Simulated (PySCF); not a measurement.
**PdS₂⁺: relaxation and vibrations of the doublet**

Where does doublet PdS₂⁺ go from a end-on start, is the end point a minimum, and what are its modes, charges and moments?

The runs use PySCF 2.14.0; PBE, basis Pd def2-SVP with ECP28, S def2-SVP, scalar-relativistic core potentials, no spin–orbit coupling, density fitting.

### Step 1. Starting geometry

3 atoms, charge 1, spin multiplicity 2.

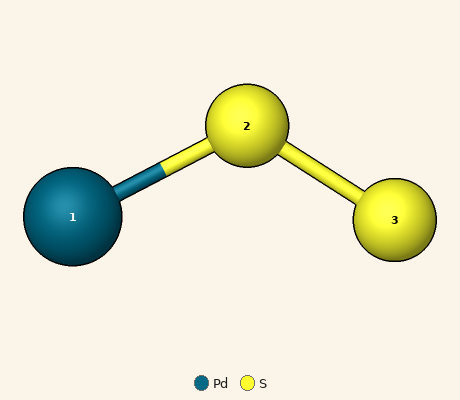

As it starts; palladium blue, sulfur yellow; atoms are numbered from 1 in the order of the file.

```xyz
3
charge 1 multiplicity 2
Pd    0.0000    0.0000    0.0000
S     0.0000    0.0000    2.2969
S     1.7748    0.0000    3.3169
```

### Step 2. Finding the electronic state

The steps below are one call of a driver around PySCF. For each, scf.py gives the equivalent set-up of the SCF; relaxations use the driver's own optimiser. After this first run the driver tries any further starts and a stability analysis.

Contents of scf.py:

```python
from pyscf import gto, scf, dft
mol = gto.M(atom='''
Pd     0.000000     0.000000     0.000000
S      0.000000     0.000000     2.296900
S      1.774800     0.000000     3.316900''',
    basis={'Pd': 'def2-SVP', 'S': 'def2-SVP'},
    ecp={'Pd': 'def2-SVP'},
    charge=1, spin=1)
mf = dft.UKS(mol, xc='PBE')
mf.grids.atom_grid = (50, 194)
aux = {'Pd': 'def2-universal-JKFIT', 'S': 'def2-universal-JKFIT'}
mf = mf.density_fit(auxbasis=aux)
mf.conv_tol = 1e-08
mf.diis_space = 10
mf.max_cycle = 60
mf.init_guess = 'minao'
mf.verbose = 4
mf.kernel()
```

On the command line:

```sh
> OMP_NUM_THREADS=2 python axn.py task.json out
```

Standard output:

```text
init E= -913.073048800783
[... the frontier-level lines of each cycle are left out ...]
cycle= 1 E= -920.393500287659  delta_E= -7.32  |g|= 1.76  |ddm|=  3.4
cycle= 2 E= -871.298590190226  delta_E= 49.1  |g|= 7.15  |ddm|= 10.2
cycle= 3 E= -902.304965967721  delta_E=  -31  |g|= 3.91  |ddm|= 7.32
cycle= 4 E= -921.943037193264  delta_E= -19.6  |g|= 1.31  |ddm|= 7.22
cycle= 5 E= -921.748843569567  delta_E= 0.194  |g|= 1.66  |ddm|= 2.82
cycle= 6 E= -923.069692010418  delta_E= -1.32  |g|= 0.624  |ddm|= 2.16
cycle= 7 E= -923.026573514732  delta_E= 0.0431  |g|= 0.771  |ddm|=  1.7
cycle= 8 E= -923.31780312201  delta_E= -0.291  |g|= 0.352  |ddm|= 0.548
cycle= 9 E= -923.387577766163  delta_E= -0.0698  |g|= 0.101  |ddm|=  1.4
cycle= 10 E= -923.379171495645  delta_E= 0.00841  |g|= 0.149  |ddm|= 1.37
cycle= 11 E= -923.383512844891  delta_E= -0.00434  |g|= 0.122  |ddm|= 1.35
cycle= 12 E= -923.394034533949  delta_E= -0.0105  |g|= 0.0335  |ddm|= 1.34
cycle= 13 E= -923.386525312476  delta_E= 0.00751  |g|= 0.105  |ddm|= 1.34
cycle= 14 E= -923.388979097078  delta_E= -0.00245  |g|= 0.0872  |ddm|= 0.027
cycle= 15 E= -923.390378895387  delta_E= -0.0014  |g|= 0.0764  |ddm|= 0.0179
cycle= 16 E= -923.390945853166  delta_E= -0.000567  |g|= 0.0722  |ddm|= 0.0204
cycle= 17 E= -923.391847260088  delta_E= -0.000901  |g|= 0.0648  |ddm|= 0.031
cycle= 18 E= -923.39283737193  delta_E= -0.00099  |g|= 0.0546  |ddm|= 0.0219
cycle= 19 E= -923.393584375652  delta_E= -0.000747  |g|= 0.045  |ddm|= 0.0223
cycle= 20 E= -923.394935150807  delta_E= -0.00135  |g|= 0.0158  |ddm|= 0.0606
cycle= 21 E= -923.395114918702  delta_E= -0.00018  |g|= 0.00204  |ddm|= 0.0281
cycle= 22 E= -923.395117031116  delta_E= -2.11e-06  |g|= 0.0015  |ddm|= 0.00341
cycle= 23 E= -923.395119259847  delta_E= -2.23e-06  |g|= 0.000173  |ddm|= 0.0044
cycle= 24 E= -923.395119553659  delta_E= -2.94e-07  |g|= 0.00016  |ddm|= 0.00258
cycle= 25 E= -923.39511964654  delta_E= -9.29e-08  |g|= 0.000149  |ddm|= 0.0012
cycle= 26 E= -923.395119777941  delta_E= -1.31e-07  |g|= 4.94e-05  |ddm|= 0.00275
cycle= 27 E= -923.395119789188  delta_E= -1.12e-08  |g|= 3.45e-05  |ddm|= 0.000779
cycle= 28 E= -923.395119791377  delta_E= -2.19e-09  |g|= 1.28e-05  |ddm|= 0.000359
Extra cycle  E= -923.39511978183  delta_E= 9.55e-09  |g|= 0.000121  |ddm|= 0.000294
converged SCF energy = -923.39511978183  <S^2> = 0.75671893  2S+1 = 2.0067077
```

This step, with its further starts and checks, took 15 s on 2 threads of Arm Neoverse V2, shared host.

The starts that the driver tried:

| start | energy (Eh) |
| --- | --- |
| the minimal-basis guess | -923.395120 |
| a thermally smeared density | -923.395197 |
| a smeared PBE density | -923.395120 |

This is not the lowest solution: one lies 0.2 kJ/mol lower, at -923.39520 Eh, and the relaxation starts from that.

### Step 3. End-on start, doublet: relaxation

The program finds Cs symmetry in the start, which this walk keeps. The walk stops when the largest gradient is under 0.0003 Eh/bohr and the energy has settled too.

scf.py, as its differences from that of step 2:

```diff
@@ -3,3 +3,3 @@
-Pd     0.000000     0.000000     0.000000
-S      0.000000     0.000000     2.296900
-S      1.774800     0.000000     3.316900''',
+Pd    -0.334088     0.000000    -1.056740
+S     -0.334088     0.000000     1.240160
+S      1.440712     0.000000     2.260160''',
@@ -16 +15,0 @@
-mf.init_guess = 'minao'
```

Steps of the walk:

| step | energy (Eh) | change (kJ/mol) | largest symmetric gradient (Eh/bohr) |
| --- | --- | --- | --- |
| 0 | -923.395197 | 0.00 | 0.04331 |
| 1 | -923.404631 | -24.77 | 0.01908 |
| 2 | -923.406162 | -28.79 | 0.01473 |
| 3 | -923.406852 | -30.60 | 0.00316 |
| 4 | -923.406884 | -30.68 | 0.00047 |
| 5 | -923.406893 | -30.71 | 0.00074 |
| 6 | -923.406898 | -30.72 | 0.00042 |
| 7 | -923.406898 | -30.72 | 0.00008 |

The walk took 15 s.

Positions (Å) and forces (eV/Å) along the way:

```
step 0
Pd  -0.334   0.000  -1.057   0.169   0.000   0.918
S   -0.334   0.000   1.240   2.059   0.000   0.580
S    1.441   0.000   2.260  -2.227   0.000  -1.498
step 1
Pd  -0.314   0.000  -1.009   0.072   0.000   0.982
S   -0.294   0.000   1.254   0.279   0.000  -0.695
S    1.380   0.000   2.199  -0.350   0.000  -0.286
step 4
Pd  -0.284   0.000  -0.933   0.017   0.000   0.001
S   -0.308   0.000   1.226  -0.013   0.000   0.024
S    1.364   0.000   2.151  -0.004   0.000  -0.024
step 7
Pd  -0.274   0.000  -0.927   0.000   0.000  -0.001
S   -0.318   0.000   1.233   0.004   0.000   0.004
S    1.365   0.000   2.138  -0.004   0.000  -0.002
```

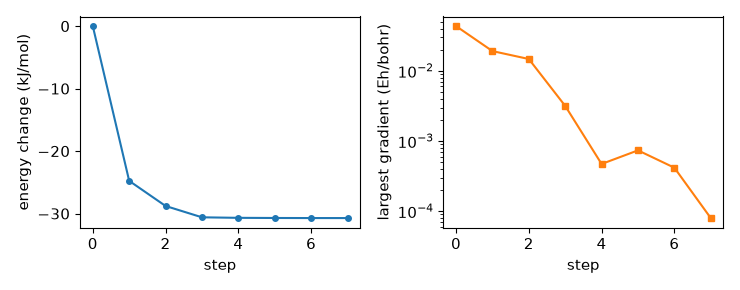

Energy and largest gradient along the walk.

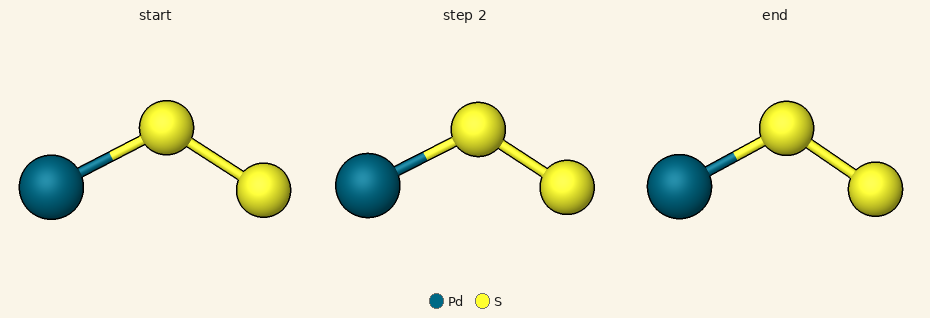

The geometry along the walk, at one scale.

After 7 steps and 30.7 kJ/mol it ends at Cs: Pd–S 2.161 Å, S–S 1.911 Å; Pd–S–S 117.1°.

### Step 4. Is it a minimum? Harmonic modes

The point is checked on the finer grid, and tightened if its gradient asks for it. The Hessian and the dipole derivatives come from central differences of analytic gradients, with steps of 0.02 bohr.

scf.py, as its differences from that of step 3:

```diff
@@ -3,3 +3,3 @@
-Pd    -0.334088     0.000000    -1.056740
-S     -0.334088     0.000000     1.240160
-S      1.440712     0.000000     2.260160''',
+Pd    -0.300459     0.000000    -0.983336
+S     -0.343975     0.000000     1.175893
+S      1.337916     0.000000     2.081706''',
@@ -10 +10 @@
-mf.grids.atom_grid = (50, 194)
+mf.grids.atom_grid = (75, 302)
@@ -13 +13 @@
-mf.conv_tol = 1e-08
+mf.conv_tol = 1e-10
```

The driver hands on the density of the step before, so the log starts near convergence.

Log of the central SCF (cycles and frontier levels):

```text
init E= -923.406929534587
[... the frontier-level lines of each cycle are left out ...]
cycle= 1 E= -923.406929449342  delta_E= 8.52e-08  |g|= 0.000375  |ddm|= 0.000442
cycle= 2 E= -923.406920706141  delta_E= 8.74e-06  |g|= 0.00379  |ddm|= 0.00446
cycle= 3 E= -923.406929534276  delta_E= -8.83e-06  |g|= 4.22e-05  |ddm|= 0.00406
cycle= 4 E= -923.406929535442  delta_E= -1.17e-09  |g|= 3.07e-06  |ddm|= 4.58e-05
cycle= 5 E= -923.406929535444  delta_E= -2.73e-12  |g|= 6.2e-07  |ddm|= 3.37e-06
Extra cycle  E= -923.406929535425  delta_E= 1.91e-11  |g|= 6.07e-06  |ddm|= 7.13e-06
converged SCF energy = -923.406929535425  <S^2> = 0.7525195  2S+1 = 2.0025179
```

The whole step took 27 s.

Geometry: Cs; Pd–S 2.160 Å, S–S 1.910 Å; Pd–S–S 117.2°.

Modes, for the most abundant isotopes:

```tsv
symmetry	ω (cm⁻¹)	IR (km/mol)	μ (u)
a'	104	0.1	36.84
a'	346	1.7	38.64
a'	698	12.9	32.01
```

Every mode is real; the point is a minimum.

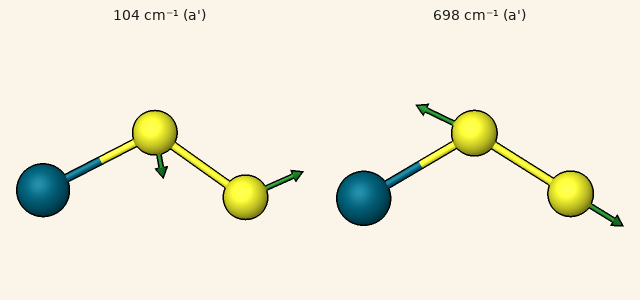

Displacements of 2 of the modes, as arrows (one member where a mode is degenerate).

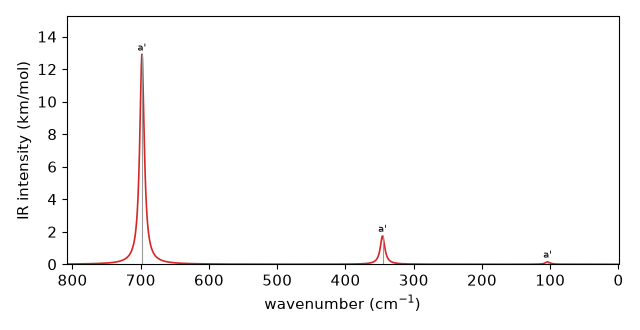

The harmonic infrared spectrum (widths in cm⁻¹). Lines are broadened to a width of 8 cm⁻¹ (Lorentzian).

Constants and moments:

```
Dipole moment about the centre of mass                          : 1.13 D
Highest occupied level                                          : -11.26 eV
Lowest empty level                                              : -11.18 eV
Rotational constants                                            : 0.647, 0.05113, 0.04739 cm⁻¹
Zero-point energy                                               : 6.9 kJ/mol
Principal polarisabilities                                      : 36.6, 37.7, 95.2 bohr³
Principal traceless quadrupole moments about the centre of mass : -8.42, -7.54, 15.97 D Å
Entropy at 298.15 K and 1 bar (electronic part: spin only)      : 309.7 J/(mol K)
Heat capacity Cp at 298.15 K                                    : 51.5 J/(mol K)
Enthalpy at 298.15 K above 0 K                                  : 13.08 kJ/mol
Rotational symmetry number                                      : 1
Spin squared ⟨S²⟩                                               : 0.753
```

Charges (e) and bond orders:

```tsv
atom	Mulliken	Löwdin	polar tensor	spin (Mulliken)	Mayer order to Pd1
Pd1	0.47	0.09	0.48	0.38	–
S2	0.22	0.59	0.35	0.22	1.12
S3	0.31	0.31	0.17	0.40	0.60
```

Outer orbital energies (eV). α occupied: -15.73, -15.50, -13.13, -13.10, -12.72, -12.26, -12.25, -11.26; empty: -11.18, -8.32, -6.88, -4.76. β occupied: -16.59, -15.40, -15.38, -13.01, -12.61, -12.56, -12.04, -12.04; empty: -11.04, -10.66, -8.14, -6.71.

Mulliken populations on Pd1 (outside its core potential): s 2.29, p 6.08, d 9.17, f 0.00.

### Step 5. What came out

| quantity | value |
| --- | --- |
| minimum | doublet, Cs |
| geometry | Pd–S 2.160 Å, S–S 1.910 Å; Pd–S–S 117.2° |
| wavenumbers (cm⁻¹) | 104 (a'), 346 (a'), 698 (a') |
| dipole moment (centre of mass) | 1.13 D |
| highest occupied, lowest empty level (either spin) | -11.26, -11.18 eV |
| polar-tensor charge of Pd1 | +0.48 e |
| zero-point energy | 6.9 kJ/mol |
| entropy at 298.15 K | 309.7 J/(mol K) |
| ⟨S²⟩ | 0.753 |

In words: The end-on start keeps its Cs symmetry and ends in a minimum. In the infrared the band at 698 cm⁻¹ (a') leads. Only this shape and spin were tried, so other structures or states may lie lower. One determinant may miss the lowest occupation of an open d or f shell.

The search up to here took 57 s.
